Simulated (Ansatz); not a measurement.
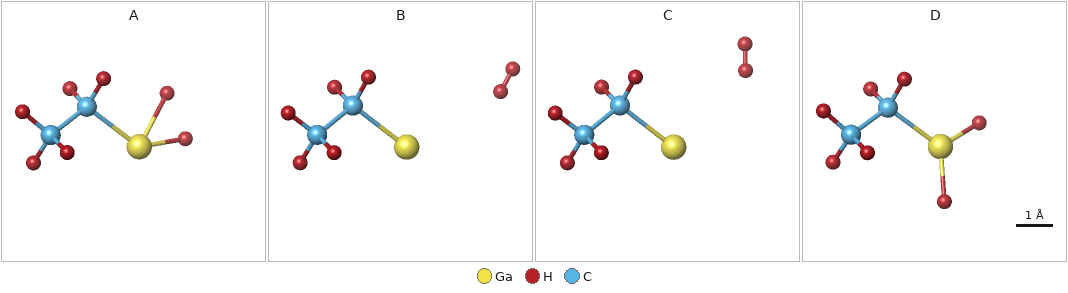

4 geometries from a converged minimum-energy path of C2H7Ga, shuffled. A ball-and-stick model, seen at a tilt.

Computed with Ansatz, RKS PBE0-D4/def2-mTZVP. Set-up: 9 movable images; climbing image; force threshold 0.05 eV/Å; iteration limit 60; starting path through a guess of the saddle point.

**Which frame is the top of the path?**

A. In order along the path, whose images run from 0 to 10: D (image 0, 0.0 kJ/mol), A (image 3, +251.6 kJ/mol), C (image 6, +87.2 kJ/mol), B (image 7, +87.5 kJ/mol). Breaking: 2 Ga–H (1.58 → 3.55–4.30 Å). Forming: H–H (2.72 → 0.75 Å).

Cost: 6.5 min on 2 threads of Arm Neoverse V1, with other jobs on the host, peak memory 0.21 GiB.
